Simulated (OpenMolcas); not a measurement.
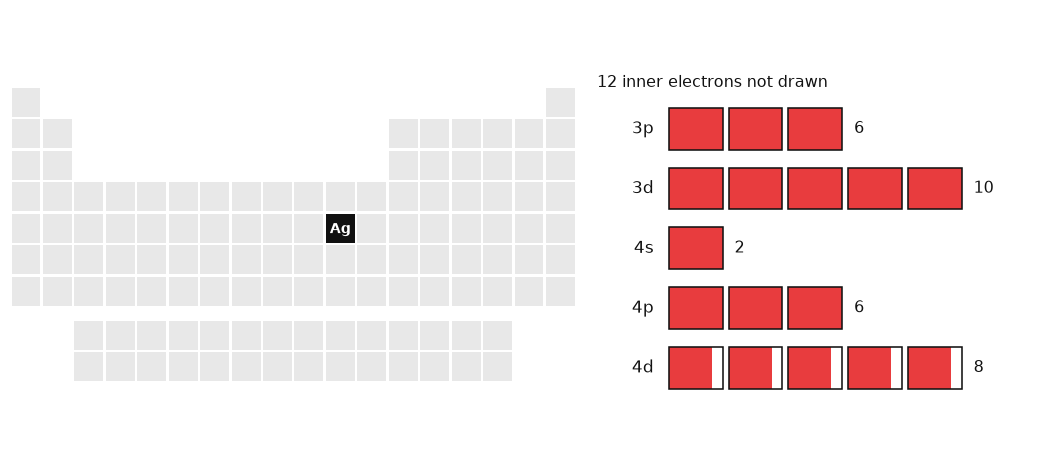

Fig. 1: Left, the place of silver in the periodic table; right, the outer shells of the leading configuration of the lowest level: a box for each of the 2l + 1 orbitals, shaded by the share of the shell that is filled, with the electron count at the right.

## Multiconfigurational calculation for Ag³⁺ complex (part 1 of 2)

- system: Ag³⁺ with 6 ligands (F; octahedron, 2.02 Å), neutralised by 6 outer point charges of +0.5 e, whose field is part of the energies.
- method: state-averaged CASSCF, active space 8 electrons in the shell 4d, basis ANO-RCC-VDZP on the metal and ANO-RCC-VDZP on the ligands, DKH2 scalar Hamiltonian, spin-orbit coupling by RASSI with atomic mean-field integrals (OpenMolcas)

**Input**
```
&GATEWAY
Coord
7

Ag 0.0 0.0 0.0
F 2.020000 0.000000 0.000000
F 0.000000 2.020000 0.000000
F -2.020000 0.000000 0.000000
F 0.000000 -2.020000 0.000000
F 0.000000 0.000000 2.020000
F 0.000000 0.000000 -2.020000
Basis=Ag.ANO-RCC-VDZP,F.ANO-RCC-VDZP
Group=XYZ
NoMove
AngMom=0.0 0.0 0.0
AMFI
RICD
XField
3 Angstrom 0
4.620000 0.000000 0.000000 0.500000
0.000000 4.620000 0.000000 0.500000
0.000000 0.000000 4.620000 0.500000
&SEWARD
&RASSCF
FileOrb=start.orb
Symmetry=1
Spin=3
nActEl=8 0 0
Inactive=24 24
Ras2=5 0
CIRoot=10 10 1
SDav=10
CIMx=300
Iter=150 100
PrWF=0.3
OrbListing=Nothing
MaxOrb=0
LevShft=1.0
>>> COPY $Project.JobIph JOB001
&RASSCF
FileOrb=start.orb
Symmetry=1
Spin=1
nActEl=8 0 0
Inactive=24 24
Ras2=5 0
CIRoot=15 15 1
SDav=15
CIMx=300
Iter=150 100
PrWF=0.3
OrbListing=Nothing
MaxOrb=0
LevShft=1.0
>>> COPY $Project.JobIph JOB002
&RASSI
NrOfJobIphs=2 10 15
1 2 3 4 5 6 7 8 9 10
1 2 3 4 5 6 7 8 9 10 11 12 13 14 15
IphNames
JOB001
JOB002
EJob
SpinOrbit
DIPRint=1.0
SOCoupling=1000.0
Subsets=2
Property=9
'ANGMOM' 1 'ANGMOM' 2 'ANGMOM' 3 'MLTPL  1' 1 'MLTPL  1' 2 'MLTPL  1' 3
'AMFI' 1 'AMFI' 2 'AMFI' 3
SOProperty=3
'ANGMOM' 1 'ANGMOM' 2 'ANGMOM' 3
```

The file start.orb holds starting orbitals from an earlier step. A driver script formed the levels outside the program, from RASSI's spin-orbit matrix and the active-space energies, averaged over the components of each term or state.

Hardware: 1 thread of Arm Neoverse V2, 24 GiB of memory available, shared host.

Command:
```bash
OMP_NUM_THREADS=1 MOLCAS_MEM=2457 MOLCAS_PROJECT=a pymolcas a.inp > a.log  # once for each step of the input, in one work folder
```

**Log (extracts)**
```
--- SEWARD ---
Basis set label: AG.ANO-RCC...6S5P3D1F.

      Electronic valence basis set:
      ------------------
      Associated Effective Charge  47.000000 au
      Associated Actual Charge     47.000000 au
      Nuclear Model: Point charge

      Shell  nPrim  nBasis  Cartesian Spherical Contaminant
         s      21       6        X
         p      18       5        X
         d      13       3                 X
         f       6       1                 X
                  Relativistic Douglas-Kroll-Hess integrals:
                    - DKH order of Hamiltonian: 2
                    - DKH order of Properties : 0
                  Atomic mean-field integrals
--- RASSCF ---
Wave function specifications:
      -----------------------------

      Number of closed shell electrons          96
      Number of electrons in active shells       8
      Max number of holes in RAS1 space          0
      Max nr of electrons in RAS3 space          0
      Number of inactive orbitals               48
      Number of active orbitals                  5
      Number of secondary orbitals              74
      Spin quantum number                      1.0
      State symmetry                             1
Orbital specifications:
      -----------------------

      Symmetry species                           1   2
                                                ag  au
      Frozen orbitals                            0   0
      Inactive orbitals                         24  24
      Active orbitals                            5   0
      RAS1 orbitals                              0   0
      RAS2 orbitals                              5   0
      RAS3 orbitals                              0   0
      Secondary orbitals                        34  40
      Deleted orbitals                           0   0
      Number of basis functions                 63  64
      Number of CSFs                            10
      Number of root(s) required                10
      Iter CI   SX   CI       RASSCF       Energy    max ROT     max BLB   max BLB  Level Ln srch  Step   QN
          iter iter root      energy       change     param      element    value   shift minimum  type update
 Nr of preliminary CI iterations:   1
      Total energies have been shifted. Add                -5000.00 au
        1   1    9    0  -908.78493606    0.00E+00  -7.75E-02   27  33 1  4.76E-01*  1.56   0.00    SX    NO
        2   1   10    0  -909.65442114   -8.69E-01* -8.99E-02   12  39 2 -1.16E-01*  1.22   0.00    SX    NO
        3   1    9    0  -909.78511829   -1.31E-01* -6.10E-02   21  56 2  4.31E-02*  1.09   0.00    SX    NO
        4   1    9    0  -909.80840511   -2.33E-02* -4.00E-02   12  36 1 -2.33E-02*  1.05   0.00    SX    NO
        5   1    9    0  -909.81661176   -8.21E-03* -4.76E-02   12  36 1 -1.39E-02*  1.02   2.50    LS   YES
        6   1    9    0  -909.82141123   -4.80E-03*  2.47E-02   27  33 1 -1.17E-02*  0.99   1.37    QN   YES
        7   1    8    0  -909.82269183   -1.28E-03*  1.47E-02   21  55 1 -6.05E-03*  0.98   1.64    LS   YES
        8   1    8    0  -909.82291877   -2.27E-04*  2.46E-03   21  55 1 -6.81E-03*  0.98   1.07    QN   YES
        9   1    8    0  -909.82317090   -2.52E-04*  1.73E-03   12  32 2 -2.66E-03*  0.98   1.71    LS   YES
       10   1    8    0  -909.82322378   -5.29E-05*  8.28E-04    7  35 2  2.90E-03*  0.97   1.01    QN   YES
       11   1    7    0  -909.82324700   -2.32E-05*  7.10E-04   12  30 1 -8.65E-04*  0.98   1.86    LS   YES
       12   1    7    0  -909.82325333   -6.33E-06*  9.29E-04    8  35 1 -1.29E-03*  0.98   1.00    QN   YES
       13   1    6    0  -909.82325717   -3.84E-06*  5.08E-04   26  49 1  3.07E-04*  0.97   1.28    QN   YES
       14   1    6    0  -909.82325816   -9.97E-07*  2.79E-04   27  33 1 -1.59E-04*  0.97   1.50    QN   YES
       15   1    6    0  -909.82325847   -3.02E-07* -1.63E-04    8  35 1  8.20E-05   0.97   1.31    QN   YES
       16   1    5    0  -909.82325853   -6.58E-08* -8.39E-05   28  40 1 -4.00E-05   0.97   1.48    QN   YES
       17   1    5    0  -909.82325855   -1.93E-08*  1.63E-05   28  40 1 -1.88E-05   0.97   1.28    QN   YES
       18   1    4    0  -909.82325855   -2.83E-09   5.29E-06   27  33 1  7.00E-06   0.97   1.29    QN   YES
      Convergence after 18 iterations
       19   1    4    0  -909.82325855   -4.35E-10   5.29E-06   12  30 1  2.46E-06   0.97   1.29    QN   YES
      Natural orbitals and occupation numbers for root  1
      sym 1:   2.000000   2.000000   1.000000   2.000000   1.000000
      Natural orbitals and occupation numbers for root  2
      sym 1:   2.000000   1.000031   1.000031   1.999969   1.999969
      Natural orbitals and occupation numbers for root  3
      sym 1:   2.000000   1.999976   1.999976   1.000024   1.000024
::    RASSCF root number  1 Total energy:  -5909.93787070
::    RASSCF root number  2 Total energy:  -5909.85696275
::    RASSCF root number  3 Total energy:  -5909.85696275
::    RASSCF root number  4 Total energy:  -5909.85696275
::    RASSCF root number  5 Total energy:  -5909.82051196
::    RASSCF root number  6 Total energy:  -5909.82051196
::    RASSCF root number  7 Total energy:  -5909.82051196
::    RASSCF root number  8 Total energy:  -5909.75409690
::    RASSCF root number  9 Total energy:  -5909.75409690
::    RASSCF root number 10 Total energy:  -5909.75409690
--- RASSCF ---
Wave function specifications:
      -----------------------------

      Number of closed shell electrons          96
      Number of electrons in active shells       8
      Max number of holes in RAS1 space          0
      Max nr of electrons in RAS3 space          0
      Number of inactive orbitals               48
      Number of active orbitals                  5
      Number of secondary orbitals              74
      Spin quantum number                      0.0
      State symmetry                             1
Orbital specifications:
      -----------------------

      Symmetry species                           1   2
                                                ag  au
      Frozen orbitals                            0   0
      Inactive orbitals                         24  24
      Active orbitals                            5   0
      RAS1 orbitals                              0   0
      RAS2 orbitals                              5   0
      RAS3 orbitals                              0   0
      Secondary orbitals                        34  40
      Deleted orbitals                           0   0
      Number of basis functions                 63  64
      Number of CSFs                            15
      Number of root(s) required                15
      Iter CI   SX   CI       RASSCF       Energy    max ROT     max BLB   max BLB  Level Ln srch  Step   QN
          iter iter root      energy       change     param      element    value   shift minimum  type update
 Nr of preliminary CI iterations:   1
      Total energies have been shifted. Add                -5000.00 au
        1   1    8    0  -909.76597745    0.00E+00   1.12E-02   25  31 1 -5.68E-03*  1.01   0.00    SX    NO
        2   1    8    0  -909.76675706   -7.80E-04*  8.72E-03   25  31 1 -3.92E-03*  1.00   0.00    SX    NO
        3   1    8    0  -909.76720456   -4.47E-04* -6.97E-03   19  25 1 -3.06E-03*  1.00   0.00    SX    NO
        4   1    8    0  -909.76747427   -2.70E-04* -5.57E-03   19  25 1 -2.45E-03*  0.99   0.00    SX    NO
        5   1    8    0  -909.76764001   -1.66E-04* -8.02E-03   19  25 1 -1.96E-03*  0.99   2.50    LS   YES
        6   1    8    0  -909.76780932   -1.69E-04* -1.14E-02   18  30 1 -1.34E-03*  0.99   2.50    LS   YES
        7   1    7    0  -909.76790862   -9.93E-05* -1.70E-03   18  30 1 -1.24E-03*  0.98   1.10    QN   YES
        8   1    7    0  -909.76791577   -7.16E-06* -1.88E-03   18  30 1 -7.72E-04*  0.98   2.12    LS   YES
        9   1    7    0  -909.76791848   -2.70E-06*  1.04E-03   25  31 1  5.55E-04*  0.98   0.99    QN   YES
       10   1    7    0  -909.76792096   -2.49E-06*  5.06E-04   17  27 1 -1.06E-04*  0.98   1.49    LS   YES
       11   1    6    0  -909.76792126   -2.97E-07* -2.10E-04   12  37 2  2.09E-04*  0.98   1.00    QN   YES
       12   1    6    0  -909.76792142   -1.58E-07*  7.28E-05   18  36 1 -8.78E-05   0.98   1.25    QN   YES
       13   1    5    0  -909.76792146   -4.65E-08*  5.01E-05   18  36 1 -3.64E-05   0.98   1.46    QN   YES
       14   1    5    0  -909.76792147   -8.46E-09  -5.51E-06   18  37 2  1.13E-05   0.98   1.15    QN   YES
      Convergence after 14 iterations
       15   1    5    0  -909.76792147   -7.48E-10  -5.51E-06   18  37 2  5.43E-06   0.98   1.15    QN   YES
      Natural orbitals and occupation numbers for root  1
      sym 1:   1.996589   1.999930   1.003969   1.003969   1.995544
      Natural orbitals and occupation numbers for root  2
      sym 1:   1.994778   1.998120   1.003969   1.003969   1.999165
      Natural orbitals and occupation numbers for root  3
      sym 1:   1.965642   1.965642   1.051537   1.051537   1.965642
::    RASSCF root number  1 Total energy:  -5909.88127757
::    RASSCF root number  2 Total energy:  -5909.88127757
::    RASSCF root number  3 Total energy:  -5909.83565255
::    RASSCF root number  4 Total energy:  -5909.80370346
::    RASSCF root number  5 Total energy:  -5909.80370346
::    RASSCF root number  6 Total energy:  -5909.80370346
::    RASSCF root number  7 Total energy:  -5909.78434191
::    RASSCF root number  8 Total energy:  -5909.78434191
::    RASSCF root number  9 Total energy:  -5909.78434191
::    RASSCF root number 10 Total energy:  -5909.70784606
::    RASSCF root number 11 Total energy:  -5909.70784606
::    RASSCF root number 12 Total energy:  -5909.70784606
::    RASSCF root number 13 Total energy:  -5909.70664882
::    RASSCF root number 14 Total energy:  -5909.70664882
::    RASSCF root number 15 Total energy:  -5909.61964248
```

(Continued in part 2.) Outcome of the run: converged.
